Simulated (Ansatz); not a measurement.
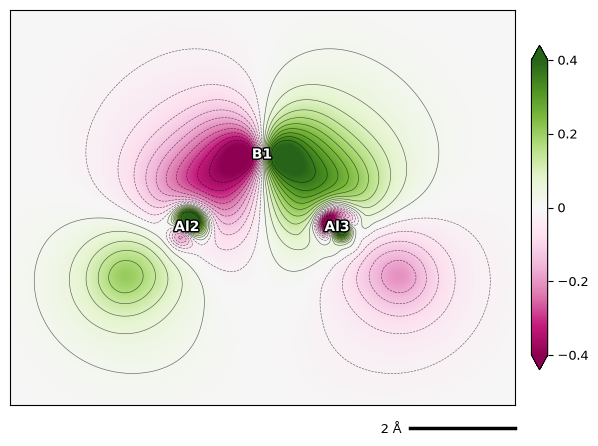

The picture shows: Al2BH3. The HOMO−1 on the plane of atoms Al2, B1 and Al3 (values in Å⁻³ᐟ²; the overall sign is arbitrary).

Computed with UKS PBE-D4/def2-SVP in Ansatz.

| atom | x (Å) | y (Å) | z (Å) |
| --- | --- | --- | --- |
| B | -0.5673 | -0.9119 | -0.3448 |
| Al | 0.9662 | 0.1115 | -1.0757 |
| Al | -0.6742 | 0.2476 | 1.2603 |
| H | -1.5616 | -0.7589 | -1.0527 |
| H | 2.4424 | 0.5293 | -1.5645 |
| H | -0.6054 | 0.7825 | 2.7775 |

### Where does this orbital lie, and at what energy?

Its weight (Hirshfeld) is mainly on B1 (about 35 %), Al2 (about 25 %), Al3 (about 25 %), H5 (about 5 %) and H6 (about 5 %). Its energy is −5.79 eV.
